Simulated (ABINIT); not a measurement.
# Quasiparticle gap of SnO2 (Cassiterite) in ABINIT, part 2 of 2

How does a plane-wave GW calculation on SnO2 (Cassiterite) run from the first input to the gap?

ABINIT 10.8.3; PBE and many-body steps on it, plane waves. Known limits of the many-body steps: not at the basis limit; no spin-orbit coupling; coarse k mesh.

So far. Step 2 (Ground state): The gap is direct, at Γ. Step 3 (Empty states on the mesh, 4×4×4 mesh, 75 bands): On this mesh the gap is 1.284 eV.

### 4. Screening, 4×4×4 mesh, 69 bands, screening to 98 eV

The RPA dielectric matrix is built and inverted for each q.

This step: RPA screening on PBE, plane waves, norm-conserving pseudopotentials.

The input, run.abi:

```
acell 3*1.0 Angstrom
rprim 
  4.738000000000 0.000000000000 0.000000000000
  0.000000000000 4.738000000000 0.000000000000
  0.000000000000 0.000000000000 3.186500000000
ntypat 2
znucl 50 8
natom 6
typat 1 1 2 2 2 2
xred 
  0.000000000000 0.000000000000 0.000000000000
  0.500000000000 0.500000000000 0.500000000000
  0.307100000000 0.307100000000 0.000000000000
  0.192900000000 0.807100000000 0.500000000000
  0.692900000000 0.692900000000 0.000000000000
  0.807100000000 0.192900000000 0.500000000000
pp_dirpath "pseudos"
pseudos "Sn.upf, O.upf"
ecut 42
ngkpt 4 4 4
nshiftk 1
shiftk 0 0 0
kptopt 1
chksymbreak 0
istwfk *1
occopt 1
irdwfk 1
optdriver 3
nband 69
ecuteps 3.6
inclvkb 2
awtr 1
symchi 1
indata_prefix "in"
outdata_prefix "out"
tmpdata_prefix "tmp"
```

Run with:

```console
> OMP_NUM_THREADS=1 mpirun -n 4 abinit run.abi > log
```

Numbers of over 12 decimals in the logs are rounded to 6 here.

What it wrote:

```text
.Version 10.8.3 of ABINIT. v10.8.2 released Aug 2026.

 Symmetries : space group P4_2/m n m (#136); Bravais tP (primitive tetrag.)
[... echo of the input left out ...]
== DATASET  1 ==================================================================
-   mpi_nproc: 4, omp_nthreads: 1 (-1 if OMP is not activated)

--- !DatasetInfo
iteration_state: {dtset: 1, }
dimensions: {natom: 6, nkpt: 18, mband: 69, nsppol: 1, nspinor: 1, nspden: 1, mpw: 6312, }
cutoff_energies: {ecut:  42.0, pawecutdg:  -1.0, }
electrons: {nelect:   6.80000000E+01, charge:   0.00000000E+00, occopt:   1.00000000E+00, tsmear:   1.00000000E-02, }

 SCREENING: Calculation of the susceptibility and dielectric matrices

 Based on a program developped by R.W. Godby, V. Olevano, G. Onida, and L. Reining.
 Incorporated in ABINIT by V. Olevano, G.-M. Rignanese, and M. Torrent.
.Using double precision arithmetic ; gwpc =  8

[... cell and pseudopotentials left out ...]
--------------------------------------------------------------------------------

 ==== K-mesh for the wavefunctions ====
 Number of points in the irreducible wedge :    18
[... list of points left out ...]
 Together with 16 symmetry operations and time-reversal symmetry
 yields    64 points in the full Brillouin Zone.

 ==== Q-mesh for the screening function ====
 Number of points in the irreducible wedge :    18
[... list of points left out ...]
 Together with 16 symmetry operations and time-reversal symmetry
 yields    64 points in the full Brillouin Zone.

 setmesh: FFT mesh size selected  =    36x   36x   24
          total number of points  =        31104

 vcoul_init : cutoff-mode = AUXILIARY_FUNCTION
 q-points for optical limit:   1
     1)      0.000010    0.000020    0.000030

- screening: taking advantage of time-reversal symmetry
- Maximum band index for partially occupied states nbvw = 34
- Remaining bands to be divided among processors   nbcw = 35
- Number of bands treated by each node ~8

 Number of electrons calculated from density =   68.0000; Expected =   68.0000
 average of density, n =  0.140867
 r_s =    1.1923
 omega_plasma =   36.2043 [eV]

 calculating chi0 at frequencies [eV] :
  1    0.000000E+00    0.000000E+00
  2    0.000000E+00    3.620427E+01

--------------------------------------------------------------------------------
  q-point number  1        q = ( 0.000000, 0.000000, 0.000000) [r.l.u.]
--------------------------------------------------------------------------------
[... chi0 elements left out ...]
 For q-point:  0.000010 0.000020 0.000030
  dielectric constant =   4.5045
  dielectric constant without local fields =   4.6997

  Average fulfillment of the sum rule on Im[epsilon] for q-point    1 :     24.38  [%]
[... wings left out ...]
  q-point number  2        q = ( 0.250000, 0.000000, 0.000000) [r.l.u.]
--------------------------------------------------------------------------------
[... chi0 elements left out ...]
  Average fulfillment of the sum rule on Im[epsilon] for q-point    2 :     37.01  [%]

 [... 16 further q-points ...]
```

It took 2.2 min on 4 MPI ranks of Arm Neoverse V1, shared host; peak memory 2.2 GiB; 8.7 min of CPU time.

This step gave:

```
ε∞ with local fields, on this mesh, along the program's q direction : 4.505
the same without local fields                                       : 4.700
plasma frequency                                                    : 36.20 eV
plane waves in the screening matrix                                 : 161
```

Local fields lower ε∞ by 4 %. On a Γ-centred mesh this coarse the value itself is usually too large, while a short band sum pulls it down.

### 5. Self-energy, 4×4×4 mesh, 69 bands, screening to 98 eV

The self-energy is evaluated for the states that the input lists, and the levels follow from it, in one-shot runs by the linearised quasiparticle equation.

This step: G0W0 on PBE, plane waves, norm-conserving pseudopotentials.

run.abi, as its differences from that of step 4:

```diff
@@ -27,8 +27,15 @@
 irdwfk 1
-optdriver 3
+optdriver 4
 nband 69
+gwcalctyp 0
+ecutsigx 42
+symsigma 1
+nkptgw 1
+kptgw 
+  0.0000000000 0.0000000000 0.0000000000
+bdgw 
+  32 36
 ecuteps 3.6
-inclvkb 2
-awtr 1
-symchi 1
+irdscr 1
+ppmodel 1
 indata_prefix "in"
```

What it wrote:

```text
.Version 10.8.3 of ABINIT. v10.8.2 released Aug 2026.

 Symmetries : space group P4_2/m n m (#136); Bravais tP (primitive tetrag.)
[... echo of the input left out ...]
== DATASET  1 ==================================================================
-   mpi_nproc: 4, omp_nthreads: 1 (-1 if OMP is not activated)

--- !DatasetInfo
iteration_state: {dtset: 1, }
dimensions: {natom: 6, nkpt: 18, mband: 69, nsppol: 1, nspinor: 1, nspden: 1, mpw: 6312, }
cutoff_energies: {ecut:  42.0, pawecutdg:  -1.0, }
electrons: {nelect:   6.80000000E+01, charge:   0.00000000E+00, occopt:   1.00000000E+00, tsmear:   1.00000000E-02, }

 SIGMA: Calculation of the GW corrections

 Based on a program developped by R.W. Godby, V. Olevano, G. Onida, and L. Reining.
 Incorporated in ABINIT by V. Olevano, G.-M. Rignanese, and M. Torrent.
.Using double precision arithmetic ; gwpc =  8

[... cell and pseudopotentials left out ...]
--------------------------------------------------------------------------------

 ==== K-mesh for the wavefunctions ====
 Number of points in the irreducible wedge :    18
[... list of points left out ...]
 Together with 16 symmetry operations and time-reversal symmetry
 yields    64 points in the full Brillouin Zone.

 ==== Q-mesh for screening function ====
 Number of points in the irreducible wedge :    18
[... list of points left out ...]
 Together with 16 symmetry operations and time-reversal symmetry
 yields    64 points in the full Brillouin Zone.

 vcoul_init : cutoff-mode = AUXILIARY_FUNCTION
 q-points for optical limit:   1
     1)      0.000010    0.000020    0.000030
 setmesh: FFT mesh size selected  =    54x   54x   36
          total number of points  =       104976

 Number of electrons calculated from density =   68.0000; Expected =   68.0000
 average of density, n =  0.140867
 r_s =    1.1923
 omega_plasma =   36.2043 [eV]

 === KS Band Gaps ===
  >>>> For spin  1
   Minimum direct gap =   1.2836 [eV], located at k-point      :   0.0000  0.0000  0.0000
   Fundamental gap    =   1.2836 [eV], Top of valence bands at :   0.0000  0.0000  0.0000
                                       Bottom of conduction at :   0.0000  0.0000  0.0000
 SIGMA fundamental parameters:
 PLASMON POLE MODEL  1
 number of plane-waves for SigmaX                 6273
 number of plane-waves for SigmaC and W            161
 number of plane-waves for wavefunctions          6273
 number of bands                                    69
 number of independent spin polarizations            1
 number of spinorial components                      1
 number of k-points in IBZ                          18
 number of q-points in IBZ                          18
 number of symmetry operations                      16
 number of k-points in BZ                           64
 number of q-points in BZ                           64
 number of frequencies for dSigma/dE                 9
 frequency step for dSigma/dE [eV]                0.25
 number of omega for Sigma on real axis              0
 max omega for Sigma on real axis  [eV]           0.00
 zcut for avoiding poles [eV]                     0.10

 EPSILON^-1 parameters (SCR file):
 dimension of the eps^-1 matrix on file            161
 dimension of the eps^-1 matrix used               161
 number of plane-waves for wavefunctions          6273
 number of bands                                    69
 number of q-points in IBZ                          18
 number of frequencies                               2
 number of real frequencies                          1
 number of imag frequencies                          1

 matrix elements of self-energy operator (all in [eV])

 Perturbative Calculation

--- !SelfEnergy_ee
iteration_state: {dtset: 1, }
kpoint     : [   0.000,    0.000,    0.000, ]
spin       : 1
KS_gap     :    1.284
QP_gap     :    2.866
Delta_QP_KS:    1.583
data: !SigmaeeData |
     Band     E0 <VxcDFT>   SigX SigC(E0)      Z dSigC/dE  Sig(E)    E-E0       E
       32   6.013 -20.016 -25.535   5.366   0.787  -0.270 -20.136  -0.120   5.893
       33   6.013 -20.016 -25.535   5.366   0.787  -0.270 -20.136  -0.120   5.893
       34   6.777 -20.351 -26.231   5.697   0.786  -0.272 -20.494  -0.144   6.633
       35   8.061 -16.498 -12.586  -2.211   0.846  -0.182 -15.059   1.439   9.500
       36  12.920 -16.302 -10.641  -3.149   0.836  -0.196 -14.202   2.100  15.019

== END DATASET(S) ==============================================================
================================================================================

 -outvars: echo values of variables after computation  --------
           etotal      0.0000000000E+00
            nband          69
             nkpt          18
          spgroup         136
 [... the other variables as echoed above ...]

 Calculation completed.
```

Run time: 7 s. Hardware: 4 MPI ranks; peak memory 1.7 GiB; 27 s of CPU time.

Numbers from this step:

```yaml
g0w0_gap_on_the_points_computed: 2.867 eV
starting_gap_on_the_mesh: 1.284 eV
k_of_the_valence_top: 0, 0, 0
k_of_the_conduction_bottom: 0, 0, 0
z_at_the_valence_top: 0.786
z_at_the_conduction_bottom: 0.846
least_direct_g0w0_gap_on_the_computed_points: 2.867 eV
```

The gap on the mesh goes from 1.28 eV to 2.87 eV, a correction of +1.58 eV.

Limits: finite bands, cutoff and mesh; no spin-orbit coupling; coarse k mesh. v1 is the top filled band, c1 the lowest empty one. Levels before and after the correction, in eV, zero at the valence-band top of each column:

|  | conduction bottom | valence top |
| --- | --- | --- |
| Kohn-Sham | 1.28 | 0.00 |
| G0W0 | 2.87 | 0.00 |

|  | level | energy (eV) |
| --- | --- | --- |
| Kohn-Sham | Γ v3-v2 | -0.764 |
| Kohn-Sham | Γ v1 | 0.000 |
| Kohn-Sham | Γ c1 | 1.284 |
| Kohn-Sham | Γ c2 | 6.143 |
| G0W0 | Γ v3-v2 | -0.740 |
| G0W0 | Γ v1 | 0.000 |
| G0W0 | Γ c1 | 2.867 |
| G0W0 | Γ c2 | 8.386 |

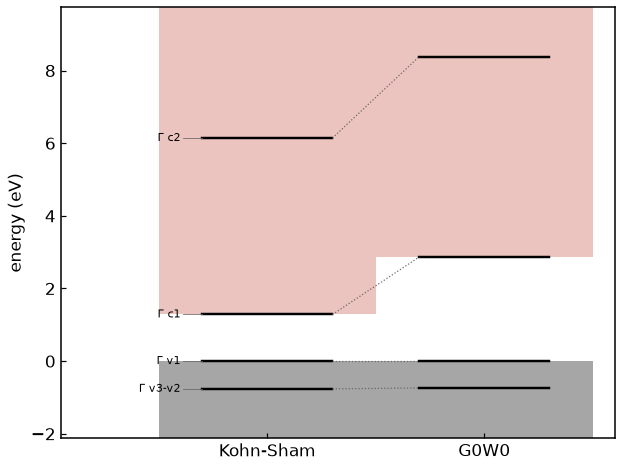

Levels before and after the correction. Shaded: valence and conduction bands.

### 6. Where the time went

Times are wall times on 4 MPI ranks of Arm Neoverse V1, shared host. The host was busy with other work, so they are no guide to cost.

| step | time | share | memory (GiB) |
| --- | --- | --- | --- |
| ground state | 74 s | 27 % | 0.41 |
| empty states on the mesh | 67 s | 24 % | 0.41 |
| screening | 2.2 min | 47 % | 2.2 |
| self-energy | 7 s | 3 % | 1.7 |

### 7. What came out

```yaml
pbe_gap: 1.28 eV, direct
g0w0_gap_on_the_mesh: 2.87 eV
gw_settings: 4×4×4 mesh, 69 bands, screening to 98 eV, Godby-Needs plasmon pole
known_limits: not at the basis limit; no spin-orbit coupling; coarse k mesh
```

G0W0 moves the gap on the mesh from 1.28 eV to 2.87 eV (+1.58 eV), with Z of 0.79 and 0.85 at the edges. Local fields lower the RPA ε∞ on this mesh from 4.70 to 4.50; a Γ-centred mesh this coarse tends to raise both, most where the direct gap is narrow, while a short band sum lowers them. Only 1 of the mesh's irreducible points was corrected, so a valley elsewhere could overtake. The dearest step here is «screening». Against experiment, by G0W0@PBE: the gap of 2.87 eV lies −0.73 eV from the measured 3.6 eV (kind not stated, quoted 2022). The calculation has static nuclei and no excitons; a measured gap holds zero-point and thermal motion, which mostly lowers it. Against the values above the computed gap that would widen the miss. An edge that is forbidden or weak in absorption could explain it, and so could too strong a screening: the start's gap is only 1.28 eV, the mesh is coarse, and one shot does not repair that. Bands and cutoff are finite, so the gap is not at the basis limit. The miss can reach some tenths of an eV and take either sign; the mesh is an error of its own. In the G0W0 run levels were corrected at 1 k point alone, so a gap called «on the mesh» is the least over those, and an edge elsewhere would be missed. The 4×4×4 mesh is coarse for this cell, which bears on the long-range parts of exchange and screening. The many-body steps are scalar-relativistic: spin-orbit coupling is not in them.

[Paths, hosts, dates, memory and timing lines, banners, echoed tables and standing remarks are left out of the program output.]

[Logs are printed without paths, hosts, clocks, repeated set-up lines and the standing remarks that a program may print on its own settings, such as how far it seeks lower states.]

[Runs of the session that timed out or met a known fault of the program may be left out.]

[Hosts, paths, dates, database ids (printed as entryN), source tags and the programs' standing remarks are cut or masked in the printed files.]

[G0W0 gaps are taken among the corrected bands and points alone; a level outside them can change the order at an edge.]

[Where Ansatz stands beside ABINIT at settings called matched, ABINIT's density can come from a denser mesh and the files from another edition; pairs whose starting gaps differed by over 0.03 eV were left out, so agreement reads better than it is.]
